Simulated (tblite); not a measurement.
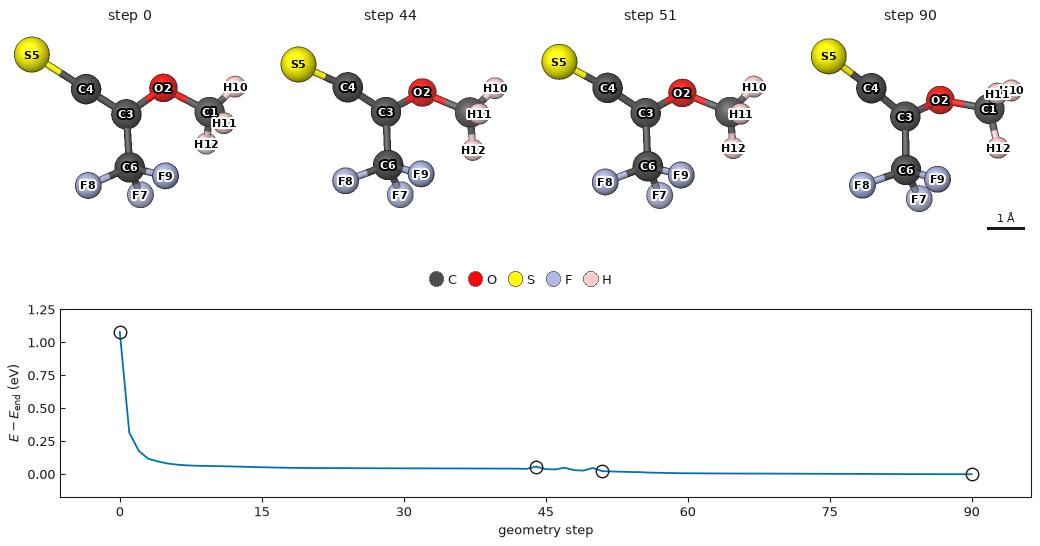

Frames of a relaxation of C4H3F3OS, marked on the history of the run. Style: ball-and-stick. Shown at a tilt.

Theory: tblite, GFN2-xTB geometry optimisation, gas phase. 

### Describe the path.

The largest move after the best rigid fit is that of H11, 0.83 Å. By element the largest moves are H 0.83 Å, S 0.63 Å, O 0.59 Å, F 0.29 Å, C 0.21 Å. Near-neighbour distances that change, for instance: C4–S5 1.781 → 1.547 Å, C6–F7 1.354 → 1.336 Å, C1–O2 1.438 → 1.421 Å, C3–C6 1.502 → 1.514 Å. Among the angles between lasting bonds that change: O2–C3–C4 113.6° → 122.7°, O2–C3–C6 124.3° → 118.4°, C3–C4–S5 179.5° → 175.7°. Groups turn about O2–C3 by about 50°, C3–C6 by about 25°. After 90 geometry steps the energy has fallen by 1.080 eV. Cost: 0.56 s on 1 thread of Arm Neoverse V1, with other jobs on the host. From step 0 to 44: S5 moves most (0.45 Å), energy −1.022 eV. From step 44 to 51: S5 moves most (0.10 Å), energy −0.035 eV. From step 51 to 90: H11 moves most (0.54 Å), energy −0.023 eV.

```csv
step,"E − E(0), eV"
0,0.0000
1,-0.7634
2,-0.9018
3,-0.9623
4,-0.9822
5,-0.9977
6,-1.0067
7,-1.0120
8,-1.0150
9,-1.0167
10,-1.0180
14,-1.0247
18,-1.0308
23,-1.0333
27,-1.0344
31,-1.0350
35,-1.0358
39,-1.0365
44,-1.0219
48,-1.0485
52,-1.0589
56,-1.0675
61,-1.0726
65,-1.0743
69,-1.0750
73,-1.0761
77,-1.0769
82,-1.0784
86,-1.0793
90,-1.0795
```
